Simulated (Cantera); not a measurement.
Input: 1 mol CuO, a varied amount of NF3, 0.46 mol O2, held at 1602 °C and 1500 Pa.

Cantera equilibrium calculation (NASA polynomials, part measured and part estimated; ideal gas, pure solids and liquids). Candidate condensed phases: Cu, CuF2, CuO, Cu2O; 22 gas species. Kinetics and transport are ignored.

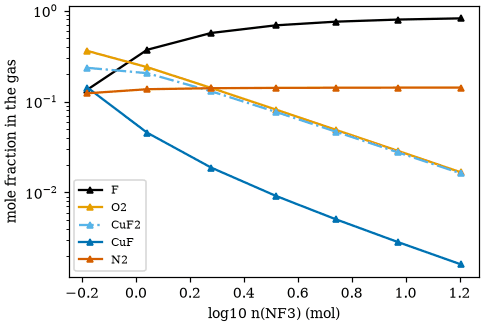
*Equilibrium gas composition (values under 1e-9 drawn at 1e-9)*

Read off the mole fractions at 16 mol NF3.

F about 0.82, N2 about 0.14, O2 about 0.017, CuF2 about 0.016, CuF about 0.0016.
